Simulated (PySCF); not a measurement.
# Carbon: the same states on changed settings

Aim: see what changed settings do to total energies and their difference. The change: initial guess atom, at most 50 SCF cycles. A sound run of the same states serves as the yardstick.

The numbers are computed with PySCF 2.14.0 (unrestricted determinants in a Gaussian basis, no spin-orbit coupling in the energies), except any that are marked as measured or tabulated.

**1. The atom as given**

| Item | Value |
| --- | --- |
| Element | carbon (Z = 6) |
| Basis | Sapporo-DZP-2012 (4s3p1d, 18 functions) |
| Hamiltonian | the spin-free X2C one-electron Hamiltonian (Gaussian nucleus) |
| State 1 | C⁺: [He] 2s2 2p1, 2P determinant |
| State 2 | C²⁺: [He] 2s2, closed-shell 1S |
| Methods | UHF, PBE0, TPSS, MP2, CCSD(T) |
| Core shells frozen in the correlated runs | valence: 1s2 (for C⁺) |

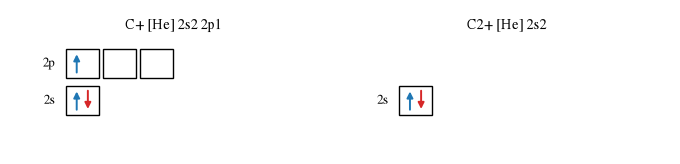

The shells outside the core, filled by Hund's rule for the drawing.

The sound run (Sapporo-DZP-2012, scalar relativity by spin-free X2C-1e, symmetry-adapted start, fine grid, valence correlation) gave:

```csv
species,method,energy (hartree)
C⁺,UHF,-37.30216
C⁺,PBE0,-37.38926
C⁺,TPSS,-37.45101
C⁺,MP2 (valence),-37.34583
C⁺,CCSD(T) (valence),-37.37273
C²⁺,UHF,-36.41641
C²⁺,PBE0,-36.47850
C²⁺,TPSS,-36.53366
C²⁺,MP2 (valence),-36.45685
C²⁺,CCSD(T) (valence),-36.48914
```

One driver process ran all states and methods and kept the integrals in memory. Each run is shown as a PySCF script that sums up its settings (the driver passes frozen orbitals as a list and adds second-order terms of double hybrids); the logs are those of the runs themselves.

It was started by

```
$ OMP_NUM_THREADS=1 python atomrun2.py TASK.json OUT
```

The integrals over 18 functions and the set-up took 0.01 s of CPU time.

**2. Changed run, C⁺, method by method**

#### UHF

File input.py:

```python
from pyscf import gto, scf, dft, mp, cc
import basis_set_exchange as bse
mol = gto.M(atom="C 0 0 0", charge=1, spin=1, symmetry="D2h",
            basis=gto.basis.parse(bse.get_basis("Sapporo-DZP-2012", elements=["C"], fmt="nwchem", header=False)),
            nucmod="G")
mf = scf.UHF(mol).sfx2c1e()
mf.irrep_nelec = {'Ag': (2, 2), 'B2u': (1, 0)}
mf.init_guess = "atom"
mf.max_cycle = 50
mf.kernel()
```

What it wrote:

```text
damping factor = 0
level_shift factor = 0
DIIS = <class 'pyscf.scf.diis.CDIIS'>
diis_start_cycle = 1
diis_space = 10
diis_damp = 0
SCF conv_tol = 1e-09
SCF conv_tol_grad = None
number electrons alpha = 3  beta = 2
irrep_nelec {'Ag': (2, 2), 'B1g': (0, 0), 'B2g': (0, 0), 'B3g': (0, 0), 'B1u': (0, 0), 'B2u': (1, 0), 'B3u': (0, 0)}
alpha HOMO (B2u) = -0.102737102857065  LUMO (B3u) = -0.102737102856348

WARN: HOMO -0.102737102857065 >= LUMO -0.102737102857065

cycle= 1 E= -37.2365055103551  delta_E= 0.102  |g|= 0.253  |ddm|= 0.653
alpha HOMO (B2u) = -0.91342158725418  LUMO (B3u) = -0.449058278145349
  HOMO = -0.913421587254  LUMO = -0.449058278145  gap/eV = 12.63597
cycle= 2 E= -37.2975349546674  delta_E= -0.061  |g|= 0.0649  |ddm|= 0.383
alpha HOMO (B2u) = -0.901579322408145  LUMO (B3u) = -0.364645246846928
  HOMO = -0.901579322408  LUMO = -0.364645246847  gap/eV = 14.61072
cycle= 3 E= -37.3017368988742  delta_E= -0.0042  |g|= 0.0185  |ddm|= 0.0975
alpha HOMO (B2u) = -0.909939343118011  LUMO (B3u) = -0.361584286057899
  HOMO = -0.909939343118  LUMO = -0.361584286058  gap/eV = 14.92150
cycle= 4 E= -37.3021511932096  delta_E= -0.000414  |g|= 0.00314  |ddm|= 0.0401
alpha HOMO (B2u) = -0.912000224692303  LUMO (B3u) = -0.36210994053292
  HOMO = -0.912000224692  LUMO = -0.362109940533  gap/eV = 14.96328
cycle= 5 E= -37.3021629277521  delta_E= -1.17e-05  |g|= 0.000459  |ddm|= 0.00811
alpha HOMO (B2u) = -0.911959326887319  LUMO (B3u) = -0.362067485852227
  HOMO = -0.911959326887  LUMO = -0.362067485852  gap/eV = 14.96332
cycle= 6 E= -37.3021631125406  delta_E= -1.85e-07  |g|= 1.42e-05  |ddm|= 0.00105
alpha HOMO (B2u) = -0.911942463260021  LUMO (B3u) = -0.362068002164979
  HOMO = -0.91194246326  LUMO = -0.362068002165  gap/eV = 14.96285
cycle= 7 E= -37.3021631127112  delta_E= -1.71e-10  |g|= 1.17e-06  |ddm|= 2.8e-05
converged SCF energy = -37.3021631127112  <S^2> = 0.75671204  2S+1 = 2.0067008
```

Time after the integrals: 0.07 s (1 thread of Neoverse-V1, shared host).

Orbital energies by shell (radii are means over both spins):

```csv
shell,electrons,mean orbital energy (eV),spread (eV),rms radius (bohr)
1s α,1,-324.31,0,0.311
1s β,1,-323.51,0,0.311
2s α,1,-33.347,0,1.62
2s β,1,-29.636,0,1.62
2p α,1,-24.815,0,1.66
```

⟨S²⟩ = 0.757, ⟨L²⟩ = 2.02.

#### PBE0

Changes to input.py:

```diff
@@ -5,3 +5,3 @@
             nucmod="G")
-mf = scf.UHF(mol).sfx2c1e()
+mf = dft.UKS(mol, xc="PBE0").sfx2c1e()
 mf.irrep_nelec = {'Ag': (2, 2), 'B2u': (1, 0)}
```

What it wrote:

```text
damping factor = 0
level_shift factor = 0
DIIS = <class 'pyscf.scf.diis.CDIIS'>
diis_start_cycle = 1
diis_space = 10
diis_damp = 0
SCF conv_tol = 1e-09
SCF conv_tol_grad = None
number electrons alpha = 3  beta = 2
irrep_nelec {'Ag': (2, 2), 'B1g': (0, 0), 'B2g': (0, 0), 'B3g': (0, 0), 'B1u': (0, 0), 'B2u': (1, 0), 'B3u': (0, 0)}
XC functionals = PBE0
    C. Adamo and V. Barone.,  J. Chem. Phys. 110, 6158 (1999)
    M. Ernzerhof and G. E. Scuseria.,  J. Chem. Phys. 110, 5029 (1999)
alpha HOMO (B2u) = -0.201379678998357  LUMO (B3u) = -0.20137967899924

WARN: HOMO -0.201379678998357 >= LUMO -0.20137967899924

cycle= 1 E= -37.3570080051191  delta_E= 0.317  |g|= 0.189  |ddm|= 0.665
alpha HOMO (B2u) = -0.779322506093977  LUMO (B3u) = -0.63623243050336
  HOMO = -0.779322506094  LUMO = -0.636232430503  gap/eV = 3.89368
cycle= 2 E= -37.3882346210589  delta_E= -0.0312  |g|= 0.0517  |ddm|= 0.385
alpha HOMO (B2u) = -0.726446869196472  LUMO (B3u) = -0.570716283625992
  HOMO = -0.726446869196  LUMO = -0.570716283626  gap/eV = 4.23765
cycle= 3 E= -37.3892379278261  delta_E= -0.001  |g|= 0.00499  |ddm|= 0.06
alpha HOMO (B2u) = -0.726181413792709  LUMO (B3u) = -0.567108723459396
  HOMO = -0.726181413793  LUMO = -0.567108723459  gap/eV = 4.32859
cycle= 4 E= -37.3892600969346  delta_E= -2.22e-05  |g|= 0.000646  |ddm|= 0.00853
alpha HOMO (B2u) = -0.726731592229143  LUMO (B3u) = -0.5673227721562
  HOMO = -0.726731592229  LUMO = -0.567322772156  gap/eV = 4.33773
cycle= 5 E= -37.3892605236084  delta_E= -4.27e-07  |g|= 2.66e-05  |ddm|= 0.00127
alpha HOMO (B2u) = -0.726744220921257  LUMO (B3u) = -0.567336024196876
  HOMO = -0.726744220921  LUMO = -0.567336024197  gap/eV = 4.33772
cycle= 6 E= -37.3892605241323  delta_E= -5.24e-10  |g|= 1.95e-06  |ddm|= 5.22e-05
converged SCF energy = -37.3892605241323  <S^2> = 0.75288387  2S+1 = 2.0028818
```

It took 0.1 s on 1 thread of Neoverse-V1, shared host, the integrals not counted.

#### TPSS

Changes to input.py:

```diff
@@ -5,3 +5,3 @@
             nucmod="G")
-mf = dft.UKS(mol, xc="PBE0").sfx2c1e()
+mf = dft.UKS(mol, xc="TPSS").sfx2c1e()
 mf.irrep_nelec = {'Ag': (2, 2), 'B2u': (1, 0)}
```

What it wrote:

```text
damping factor = 0
level_shift factor = 0
DIIS = <class 'pyscf.scf.diis.CDIIS'>
diis_start_cycle = 1
diis_space = 10
diis_damp = 0
SCF conv_tol = 1e-09
SCF conv_tol_grad = None
number electrons alpha = 3  beta = 2
irrep_nelec {'Ag': (2, 2), 'B1g': (0, 0), 'B2g': (0, 0), 'B3g': (0, 0), 'B1u': (0, 0), 'B2u': (1, 0), 'B3u': (0, 0)}
XC functionals = TPSS
    J. Tao, J. P. Perdew, V. N. Staroverov, and G. E. Scuseria.,  Phys. Rev. Lett. 91, 146401 (2003)
    J. P. Perdew, J. Tao, V. N. Staroverov, and G. E. Scuseria.,  J. Chem. Phys. 120, 6898 (2004)
    J. Tao, J. P. Perdew, V. N. Staroverov, and G. E. Scuseria.,  Phys. Rev. Lett. 91, 146401 (2003)
    J. P. Perdew, J. Tao, V. N. Staroverov, and G. E. Scuseria.,  J. Chem. Phys. 120, 6898 (2004)
alpha HOMO (B2u) = -0.222630118122636  LUMO (B3u) = -0.222630118123989

WARN: HOMO -0.222630118122636 >= LUMO -0.222630118123989

cycle= 1 E= -37.4252309998398  delta_E= 0.366  |g|= 0.171  |ddm|= 0.675
alpha HOMO (B2u) = -0.732021390381721  LUMO (B3u) = -0.675500234931743
  HOMO = -0.732021390382  LUMO = -0.675500234932  gap/eV = 1.53802
cycle= 2 E= -37.4495070601547  delta_E= -0.0243  |g|= 0.0579  |ddm|= 0.374
alpha HOMO (B2u) = -0.676771352024119  LUMO (B3u) = -0.617591024103362
  HOMO = -0.676771352024  LUMO = -0.617591024103  gap/eV = 1.61038
cycle= 3 E= -37.4509962473446  delta_E= -0.00149  |g|= 0.00356  |ddm|= 0.0758
alpha HOMO (B2u) = -0.675866550201558  LUMO (B3u) = -0.61468695404903
  HOMO = -0.675866550202  LUMO = -0.614686954049  gap/eV = 1.66478
cycle= 4 E= -37.4510049425161  delta_E= -8.7e-06  |g|= 0.000381  |ddm|= 0.00482
alpha HOMO (B2u) = -0.676314757365239  LUMO (B3u) = -0.614908162558325
  HOMO = -0.676314757365  LUMO = -0.614908162558  gap/eV = 1.67096
cycle= 5 E= -37.4510050570164  delta_E= -1.15e-07  |g|= 1.6e-05  |ddm|= 0.000544
alpha HOMO (B2u) = -0.676330704189031  LUMO (B3u) = -0.614915996693702
  HOMO = -0.676330704189  LUMO = -0.614915996694  gap/eV = 1.67118
cycle= 6 E= -37.4510050571268  delta_E= -1.1e-10  |g|= 4.06e-07  |ddm|= 1.27e-05
converged SCF energy = -37.4510050571268  <S^2> = 0.75334876  2S+1 = 2.003346
```

Time after the integrals: 0.21 s (1 thread of Neoverse-V1, shared host).

#### MP2 (valence)

Changes to input.py:

```diff
@@ -5,3 +5,3 @@
             nucmod="G")
-mf = dft.UKS(mol, xc="TPSS").sfx2c1e()
+mf = scf.UHF(mol).sfx2c1e()
 mf.irrep_nelec = {'Ag': (2, 2), 'B2u': (1, 0)}
@@ -10 +10,2 @@
 mf.kernel()
+mp.UMP2(mf, frozen=1).kernel()
```

No log was kept for this step.

It took 0.01 s on 1 thread of Neoverse-V1, shared host, the integrals not counted.

With 3 electrons correlated, the MP2 correlation energy is -0.04367 hartree (-0.00283 same spin, -0.04084 opposite spin); the SCS form gives -0.04995. Largest pairs of shells: 2s-2s -0.0264, 2s-2p -0.0173, 2p-2p 0.0000.

#### CCSD(T) (valence)

Changes to input.py:

```diff
@@ -10,2 +10,3 @@
 mf.kernel()
-mp.UMP2(mf, frozen=1).kernel()
+mycc = cc.CCSD(mf, frozen=1).run()
+mycc.ccsd_t()
```

What it wrote:

```text
CC2 = 0
CCSD nocc = (np.int64(2), np.int64(1)), nmo = (17, 17)
frozen orbitals [[0], [0]]
max_cycle = 100
direct = 0
conv_tol = 1e-08
conv_tol_normt = 1e-06
diis_space = 8
diis_start_cycle = 0
Init t2, MP2 energy = -0.0436698846931544
Init E_corr(UCCSD) = -0.0436698846939061
cycle = 1  E_corr(UCCSD) = -0.0586170746281405  dE = -0.0149471899  norm(t1,t2) = 0.0577377
cycle = 2  E_corr(UCCSD) = -0.0646035721429587  dE = -0.00598649751  norm(t1,t2) = 0.0277282
cycle = 3  E_corr(UCCSD) = -0.0698940404397601  dE = -0.0052904683  norm(t1,t2) = 0.0141263
cycle = 4  E_corr(UCCSD) = -0.0698078030357905  dE = 8.6237404e-05  norm(t1,t2) = 0.00136219
cycle = 5  E_corr(UCCSD) = -0.0698519664549207  dE = -4.41634191e-05  norm(t1,t2) = 0.000202418
cycle = 6  E_corr(UCCSD) = -0.069830998396034  dE = 2.09680589e-05  norm(t1,t2) = 4.43855e-05
cycle = 7  E_corr(UCCSD) = -0.069838203068167  dE = -7.20467213e-06  norm(t1,t2) = 1.81683e-05
cycle = 8  E_corr(UCCSD) = -0.0698381684687376  dE = 3.45994294e-08  norm(t1,t2) = 1.67709e-06
cycle = 9  E_corr(UCCSD) = -0.0698378802474761  dE = 2.88221262e-07  norm(t1,t2) = 7.76424e-07
cycle = 10  E_corr(UCCSD) = -0.0698378929298789  dE = -1.26824028e-08  norm(t1,t2) = 3.98928e-08
cycle = 11  E_corr(UCCSD) = -0.0698378910665197  dE = 1.86335923e-09  norm(t1,t2) = 1.67371e-08
UCCSD converged
E(UCCSD) = -37.37200100377773  E_corr = -0.06983789106651968
UCCSD(T) correction = -0.000730705176650389
```

Time after the integrals: 0.11 s (1 thread of Neoverse-V1, shared host).

CCSD correlation -0.06984 hartree, triples -0.00073; total -37.372732. T1 = 0.010, largest double amplitude 0.135.

**3. Changed run, C²⁺: the ladder of methods**

#### UHF

File input.py:

```python
from pyscf import gto, scf, dft, mp, cc
import basis_set_exchange as bse
mol = gto.M(atom="C 0 0 0", charge=2, spin=0, symmetry="D2h",
            basis=gto.basis.parse(bse.get_basis("Sapporo-DZP-2012", elements=["C"], fmt="nwchem", header=False)),
            nucmod="G")
mf = scf.UHF(mol).sfx2c1e()
mf.irrep_nelec = {'Ag': (2, 2)}
mf.init_guess = "atom"
mf.max_cycle = 50
mf.kernel()
```

What it wrote:

```text
damping factor = 0
level_shift factor = 0
DIIS = <class 'pyscf.scf.diis.CDIIS'>
diis_start_cycle = 1
diis_space = 10
diis_damp = 0
SCF conv_tol = 1e-09
SCF conv_tol_grad = None
number electrons alpha = 2  beta = 2
irrep_nelec {'Ag': (2, 2), 'B1g': (0, 0), 'B2g': (0, 0), 'B3g': (0, 0), 'B1u': (0, 0), 'B2u': (0, 0), 'B3u': (0, 0)}
alpha HOMO (Ag) = -0.756560865874768  LUMO (B2u) = -0.102737102857065
  HOMO = -0.756560865875  LUMO = -0.102737102857  gap/eV = 17.79145
cycle= 1 E= -36.3594534472884  delta_E= 0.979  |g|= 0.28  |ddm|= 0.533
alpha HOMO (Ag) = -1.72672858012204  LUMO (B3u) = -0.930429373599422
  HOMO = -1.72672858012  LUMO = -0.930429373599  gap/eV = 21.66841
cycle= 2 E= -36.4149078015948  delta_E= -0.0555  |g|= 0.0444  |ddm|= 0.447
alpha HOMO (Ag) = -1.69495718346227  LUMO (B3u) = -0.862731354638575
  HOMO = -1.69495718346  LUMO = -0.862731354639  gap/eV = 22.64602
cycle= 3 E= -36.4164083134588  delta_E= -0.0015  |g|= 0.00159  |ddm|= 0.0939
alpha HOMO (Ag) = -1.69363161166612  LUMO (B3u) = -0.862243961632664
  HOMO = -1.69363161167  LUMO = -0.862243961633  gap/eV = 22.62321
cycle= 4 E= -36.4164100741476  delta_E= -1.76e-06  |g|= 9.67e-06  |ddm|= 0.00342
alpha HOMO (Ag) = -1.69364045271371  LUMO (B3u) = -0.862232559696804
  HOMO = -1.69364045271  LUMO = -0.862232559697  gap/eV = 22.62376
cycle= 5 E= -36.4164100741667  delta_E= -1.91e-11  |g|= 2.77e-07  |ddm|= 8.92e-06
converged SCF energy = -36.4164100741667  <S^2> = -2.6645353e-15  2S+1 = 1
```

It took 0.06 s on 1 thread of Neoverse-V1, shared host, the integrals not counted.

The occupied shells:

```csv
shell,electrons,mean orbital energy (eV),spread (eV),rms radius (bohr)
1s,2,-344.32,0,0.310
2s,2,-46.086,0,1.49
```

⟨S²⟩ = 0.000, ⟨L²⟩ = 0.00.

#### PBE0

Changes to input.py:

```diff
@@ -5,3 +5,3 @@
             nucmod="G")
-mf = scf.UHF(mol).sfx2c1e()
+mf = dft.UKS(mol, xc="PBE0").sfx2c1e()
 mf.irrep_nelec = {'Ag': (2, 2)}
```

What it wrote:

```text
damping factor = 0
level_shift factor = 0
DIIS = <class 'pyscf.scf.diis.CDIIS'>
diis_start_cycle = 1
diis_space = 10
diis_damp = 0
SCF conv_tol = 1e-09
SCF conv_tol_grad = None
number electrons alpha = 2  beta = 2
irrep_nelec {'Ag': (2, 2), 'B1g': (0, 0), 'B2g': (0, 0), 'B3g': (0, 0), 'B1u': (0, 0), 'B2u': (0, 0), 'B3u': (0, 0)}
XC functionals = PBE0
    C. Adamo and V. Barone.,  J. Chem. Phys. 110, 6158 (1999)
    M. Ernzerhof and G. E. Scuseria.,  J. Chem. Phys. 110, 5029 (1999)
alpha HOMO (Ag) = -0.604525425861095  LUMO (B3u) = -0.20137967899924
  HOMO = -0.604525425861  LUMO = -0.201379678999  gap/eV = 10.97015
cycle= 1 E= -36.4216865089473  delta_E= 1.25  |g|= 0.281  |ddm|= 0.534
alpha HOMO (Ag) = -1.60377360830838  LUMO (B3u) = -1.16496785158696
  HOMO = -1.60377360831  LUMO = -1.16496785159  gap/eV = 11.94051
cycle= 2 E= -36.4783768859221  delta_E= -0.0567  |g|= 0.0373  |ddm|= 0.551
alpha HOMO (Ag) = -1.54669525071965  LUMO (B3u) = -1.0954772660916
  HOMO = -1.54669525072  LUMO = -1.09547726609  gap/eV = 12.27827
cycle= 3 E= -36.4785020799057  delta_E= -0.000125  |g|= 0.0014  |ddm|= 0.0119
alpha HOMO (Ag) = -1.5445466922375  LUMO (B3u) = -1.09275189230897
  HOMO = -1.54454669224  LUMO = -1.09275189231  gap/eV = 12.29396
cycle= 4 E= -36.4785022089802  delta_E= -1.29e-07  |g|= 3.56e-05  |ddm|= 0.000384
alpha HOMO (Ag) = -1.54453471337787  LUMO (B3u) = -1.0927372180541
  HOMO = -1.54453471338  LUMO = -1.09273721805  gap/eV = 12.29404
cycle= 5 E= -36.4785022091119  delta_E= -1.32e-10  |g|= 1.16e-07  |ddm|= 1.81e-05
converged SCF energy = -36.4785022091119  <S^2> = -4.4408921e-15  2S+1 = 1
```

Time after the integrals: 0.09 s (1 thread of Neoverse-V1, shared host).

#### TPSS

Changes to input.py:

```diff
@@ -5,3 +5,3 @@
             nucmod="G")
-mf = dft.UKS(mol, xc="PBE0").sfx2c1e()
+mf = dft.UKS(mol, xc="TPSS").sfx2c1e()
 mf.irrep_nelec = {'Ag': (2, 2)}
```

What it wrote:

```text
damping factor = 0
level_shift factor = 0
DIIS = <class 'pyscf.scf.diis.CDIIS'>
diis_start_cycle = 1
diis_space = 10
diis_damp = 0
SCF conv_tol = 1e-09
SCF conv_tol_grad = None
number electrons alpha = 2  beta = 2
irrep_nelec {'Ag': (2, 2), 'B1g': (0, 0), 'B2g': (0, 0), 'B3g': (0, 0), 'B1u': (0, 0), 'B2u': (0, 0), 'B3u': (0, 0)}
XC functionals = TPSS
    J. Tao, J. P. Perdew, V. N. Staroverov, and G. E. Scuseria.,  Phys. Rev. Lett. 91, 146401 (2003)
    J. P. Perdew, J. Tao, V. N. Staroverov, and G. E. Scuseria.,  J. Chem. Phys. 120, 6898 (2004)
    J. Tao, J. P. Perdew, V. N. Staroverov, and G. E. Scuseria.,  Phys. Rev. Lett. 91, 146401 (2003)
    J. P. Perdew, J. Tao, V. N. Staroverov, and G. E. Scuseria.,  J. Chem. Phys. 120, 6898 (2004)
alpha HOMO (Ag) = -0.554084399943111  LUMO (B3u) = -0.222630118123989
  HOMO = -0.554084399943  LUMO = -0.222630118124  gap/eV = 9.01933
cycle= 1 E= -36.478343323425  delta_E= 1.31  |g|= 0.276  |ddm|= 0.534
alpha HOMO (Ag) = -1.55841340722722  LUMO (B3u) = -1.21965996381508
  HOMO = -1.55841340723  LUMO = -1.21965996382  gap/eV = 9.21795
cycle= 2 E= -36.5332718904109  delta_E= -0.0549  |g|= 0.0446  |ddm|= 0.576
alpha HOMO (Ag) = -1.49625534189606  LUMO (B3u) = -1.15408941379842
  HOMO = -1.4962553419  LUMO = -1.1540894138  gap/eV = 9.31081
cycle= 3 E= -36.5336594727812  delta_E= -0.000388  |g|= 0.00168  |ddm|= 0.0378
alpha HOMO (Ag) = -1.49366876021688  LUMO (B3u) = -1.1513339128272
  HOMO = -1.49366876022  LUMO = -1.15133391283  gap/eV = 9.31541
cycle= 4 E= -36.5336597492715  delta_E= -2.76e-07  |g|= 4.6e-05  |ddm|= 0.000784
alpha HOMO (Ag) = -1.49366481563147  LUMO (B3u) = -1.15132580028706
  HOMO = -1.49366481563  LUMO = -1.15132580029  gap/eV = 9.31552
cycle= 5 E= -36.5336597494534  delta_E= -1.82e-10  |g|= 3.05e-07  |ddm|= 2.16e-05
converged SCF energy = -36.5336597494534  <S^2> = -3.5527137e-15  2S+1 = 1
```

Time after the integrals: 0.18 s (1 thread of Neoverse-V1, shared host).

#### MP2 (valence)

Changes to input.py:

```diff
@@ -5,3 +5,3 @@
             nucmod="G")
-mf = dft.UKS(mol, xc="TPSS").sfx2c1e()
+mf = scf.UHF(mol).sfx2c1e()
 mf.irrep_nelec = {'Ag': (2, 2)}
@@ -10 +10,2 @@
 mf.kernel()
+mp.UMP2(mf, frozen=1).kernel()
```

The driver printed no log here.

It took 0.01 s on 1 thread of Neoverse-V1, shared host, the integrals not counted.

With 2 electrons correlated, the MP2 correlation energy is -0.04044 hartree (0.00000 same spin, -0.04044 opposite spin); the SCS form gives -0.04853. Largest pairs of shells: 2s-2s -0.0404.

#### CCSD(T) (valence)

Changes to input.py:

```diff
@@ -10,2 +10,3 @@
 mf.kernel()
-mp.UMP2(mf, frozen=1).kernel()
+mycc = cc.CCSD(mf, frozen=1).run()
+mycc.ccsd_t()
```

What it wrote:

```text
CC2 = 0
CCSD nocc = 1, nmo = 17
frozen orbitals [0]
max_cycle = 100
direct = 0
conv_tol = 1e-08
conv_tol_normt = 1e-06
diis_space = 8
diis_start_cycle = 0
Init t2, MP2 energy = -36.4568500464847  E_corr(MP2) -0.0404399723179958
Init E_corr(CCSD) = -0.0404399723180374
cycle = 1  E_corr(CCSD) = -0.0570141199172697  dE = -0.0165741476  norm(t1,t2) = 0.0679465
cycle = 2  E_corr(CCSD) = -0.0648841033597888  dE = -0.00786998344  norm(t1,t2) = 0.0347874
cycle = 3  E_corr(CCSD) = -0.0728679207206645  dE = -0.00798381736  norm(t1,t2) = 0.0178051
cycle = 4  E_corr(CCSD) = -0.0727011039635249  dE = 0.000166816757  norm(t1,t2) = 0.000319356
cycle = 5  E_corr(CCSD) = -0.0727523115420716  dE = -5.12075785e-05  norm(t1,t2) = 8.33007e-05
cycle = 6  E_corr(CCSD) = -0.0727326736929011  dE = 1.96378492e-05  norm(t1,t2) = 4.43343e-05
cycle = 7  E_corr(CCSD) = -0.0727324010396038  dE = 2.72653297e-07  norm(t1,t2) = 7.01205e-07
cycle = 8  E_corr(CCSD) = -0.0727324101802309  dE = -9.14062716e-09  norm(t1,t2) = 3.37578e-08
CCSD converged
E(CCSD) = -36.48914248434694  E_corr = -0.07273241018023094
```

Time after the integrals: 0.04 s (1 thread of Neoverse-V1, shared host).

CCSD correlation -0.07273 hartree, triples 0.00000; total -36.489142. T1 = 0.009, largest double amplitude 0.156. With two correlated electrons the triples vanish and CCSD is exact in this space.

A double-excitation amplitude exceeds 0.15, a sign of near-degeneracy.

**4. Against the sound run**

```csv
species,method,converged,energy less sound run (eV)
C⁺,UHF,yes,+0.0000
C⁺,PBE0,yes,+0.0000
C⁺,TPSS,yes,-0.0000
C⁺,MP2 (valence),yes,-0.0000
C⁺,CCSD(T) (valence),yes,+0.0000
C²⁺,UHF,yes,+0.0000
C²⁺,PBE0,yes,-0.0000
C²⁺,TPSS,yes,+0.0000
C²⁺,MP2 (valence),yes,+0.0000
C²⁺,CCSD(T) (valence),yes,-0.0000
```

Ionisation energy of C⁺:

```csv
method,sound run (eV),changed run (eV),shift (eV)
UHF,24.103,24.103,-0.000
PBE0,24.783,24.783,-0.000
TPSS,24.962,24.962,+0.000
MP2,24.190,24.190,+0.000
SCS-MP2,24.141,24.141,+0.000
CCSD,24.024,24.024,-0.000
CCSD(T),24.044,24.044,-0.000
```

**5. What came out**

```
                                 quantity                                      value
                                   change  initial guess atom, at most 50 SCF cycles
                           runs converged                                   10 of 10
largest shift of a converged total energy                                   0.000 eV
   largest shift of the ionisation energy                        +0.000 eV (SCS-MP2)
```

**Reading.** The difference hardly moves. Here the plain start reaches the same solutions.
